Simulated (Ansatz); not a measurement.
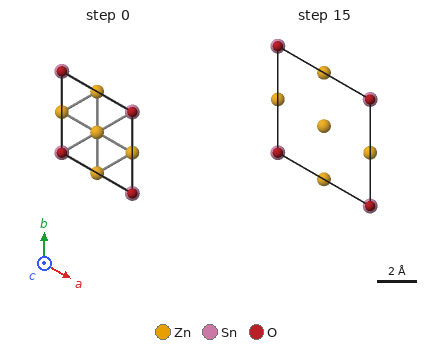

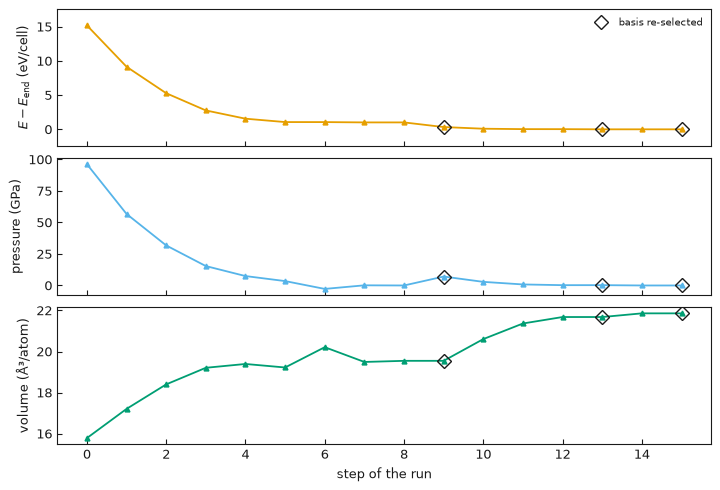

First and last geometry of a relaxation of solid Zn3SnO (a generated structure, set up in P6/mmm) (coarse preliminary run), with the history of the run. Style: ball-and-stick. Shown: the cell of the calculation, along the c axis.

The calculation used Ansatz 0.2.0, DFT PBE, scalar-relativistic, plane waves, PAW.

The input:
```yaml
crystal:
  lattice:
    - [4.2025734, 0.0, 0.0]
    - [-2.1012867, 3.63953532, 0.0]
    - [0.0, 0.0, 5.16032192]
  atoms:
    - { symbol: Zn, position: [0.5, 0.0, 0.5] }
    - { symbol: Zn, position: [0.0, 0.5, 0.5] }
    - { symbol: Zn, position: [0.5, 0.5, 0.5] }
    - { symbol: Sn, position: [0.0, 0.0, 0.5] }
    - { symbol: O, position: [0.0, 0.0, 0.0] }
basis:
  ecutwfc: 420
kpoints:
  mp_grid: { grid: [6, 6, 4] }
hamiltonian:
  xc: pbe
scf:
  occupations: { method: gaussian, width: 0.1 }
  lower_state_search: "off"
output:
  forces: true
  stress: true
  eigenvalues: true
relax:
  adjacent_minimum: "off"
  f_tol: 0.04
  max_steps: 70
  cell: { stress_tol: 0.4 }
```

Command:
```bash
ansatz run input.yaml --threads 1 --pin off --max-ram 2560MiB --backend cpu --events-out ev --progress --plain --runs-dir out
```

**Read the history and describe the run.**

It converged. The atoms keep their places relative to the cell (all moves are under 0.005 Å). The drawn cell changes as follows: a = b 4.203 → 5.500 Å (+30.9 %), c 5.160 → 4.171 Å (−19.2 %); the volume changes by +38.5 %. Some distances before and after: Zn1–Zn2 2.101 → 2.750 Å, Zn1–Sn4 2.101 → 2.750 Å, Sn4–O5 2.580 → 2.086 Å. Bonds break: Zn1–Sn4 (2.10 → 2.75 Å), Zn1–Zn2 (2.10 → 2.75 Å), Zn1–Zn3 (2.10 → 2.75 Å), Zn2–Sn4 (2.10 → 2.75 Å). The space group stays P6/mmm (No. 191). Over 12 accepted moves (15 points after the start) the energy falls by 15.197 eV per cell of the calculation. All forces vanish by symmetry, so only the cell relaxes. The pressure goes from 96.25 to 0.00 GPa. The SCF was repeated 3 times at an unchanged geometry on a basis and grid sized afresh for the cell, which shifted the energy by 0.677 eV per cell of the calculation at most. Cost: 2.6 min on 1 thread of AMD EPYC (Zen 3), on a shared host, peak memory 0.44 GiB.
